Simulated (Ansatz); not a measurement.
# H₅NSn···H₂Se: what the fields show

Input file:

```
crystal:
  periodic: [false, false, false]
  atoms:
    - { symbol: Sn, position_ang: [-0.261578, -1.310995, -0.440691] }
    - { symbol: "N", position_ang: [1.34634, -0.303687, 0.408215] }
    - { symbol: H, position_ang: [0.464273, -2.498193, -1.446043] }
    - { symbol: H, position_ang: [-1.029491, -2.005652, 0.917806] }
    - { symbol: H, position_ang: [-1.359115, -0.349326, -1.347702] }
    - { symbol: H, position_ang: [0.1892, 1.668617, 0.012767] }
    - { symbol: Se, position_ang: [-1.020873, 2.510572, -0.263572] }
    - { symbol: H, position_ang: [2.078668, 0.116322, -0.151283] }
    - { symbol: H, position_ang: [1.270753, 0.106631, 1.333703] }
    - { symbol: H, position_ang: [-1.678178, 2.06571, 0.976899] }
basis:
  gaussian: { orbitals: def2-SVP }
hamiltonian:
  xc: pbe0
  dispersion: d4
relax:
  f_tol: 0.03
  max_steps: 50
output:
  orbitals: {}
```

Launched as:

```sh
ansatz run input.yaml --threads 2 --pin off --max-ram 3072MiB --backend cpu --events-out ev --progress --plain --runs-dir out
```

The fields are those of the run's last geometry, not of the input's.

Core potentials replace the inner electrons of Sn.

Theory: RKS PBE0-D4/def2-SVP in Ansatz 0.2.0.

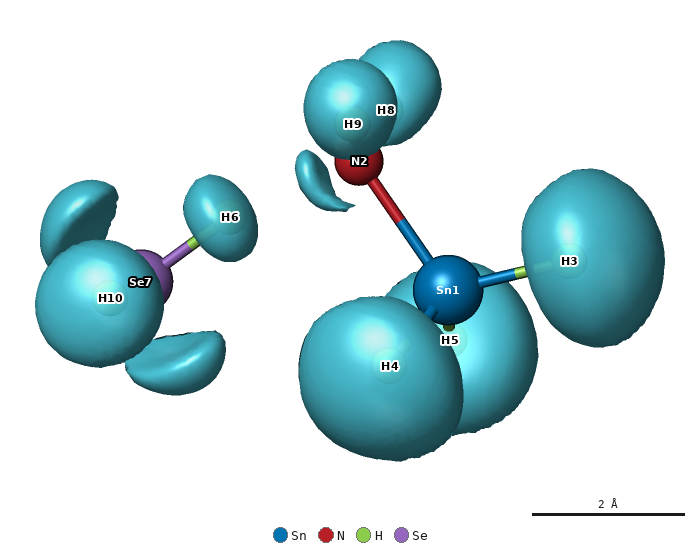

Figure 1. Isosurface of the electron localisation function at 0.9 (cyan), seen across its widest extent. Only the valence region is drawn (cores and ρ < 0.01 e/Å³ removed).

**Describe the localisation domains.**

The surface consists of seven regions around hydrogen nuclei, one lobe on N, pointing away from the bonds (lone pairs) and two lobes on Se, pointing away from the bonds (lone pairs, which may merge into one lobe). Profiles from the grid: N2···H6 (1.94 Å): the ELF dips to about 0.25 between them. Sn–N (2.07 Å): the ELF peaks at about 0.90 in the valence shell of N, 0.6 Å from its nucleus, and drops to about 0.15 between the two atoms.

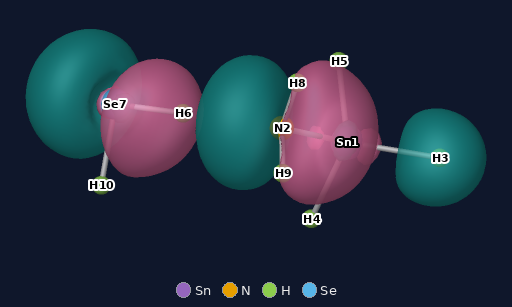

Figure 2. The HOMO−1 at ±0.08 Å⁻³ᐟ² (teal and pink are the two phases), seen from one side.

**Where does this orbital lie, and at what energy?**

Its weight (Hirshfeld) is mainly on N2 (about 55 %), Se7 (about 20 %) and Sn1 (about 10 %). Its energy is −7.26 eV.

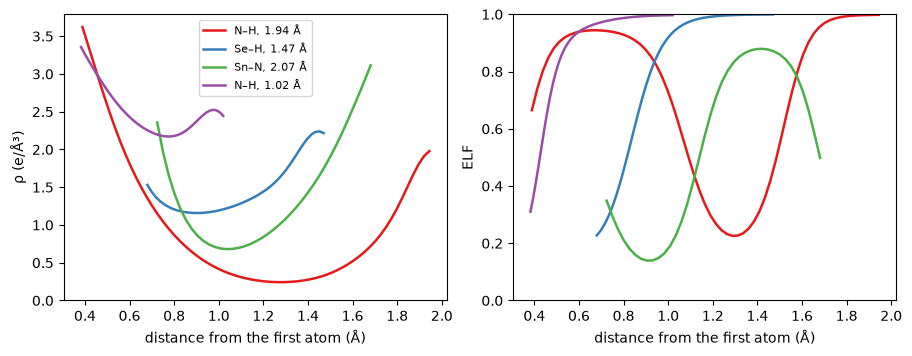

Figure 3. Electron density and electron localisation function along straight lines between neighbouring atoms. The curves leave out the atomic cores.

**Compare the contacts.**

N2···H6 (1.94 Å): the density falls to about 0.24 e/Å³ on the way; the ELF dips to about 0.25 between them.
Se–H (1.47 Å): the density is about 1.3 e/Å³ at the midpoint; the ELF climbs to about 1 towards the hydrogen, as it does in any bond to H.
Sn–N (2.07 Å): the density is about 0.68 e/Å³ at the midpoint; the ELF peaks at about 0.90 in the valence shell of N, 0.6 Å from its nucleus, and drops to about 0.15 between the two atoms.
N–H (1.02 Å): ρ is about 2.7 e/Å³ halfway; the ELF climbs to about 1 towards the hydrogen; a covalent bond by its length.
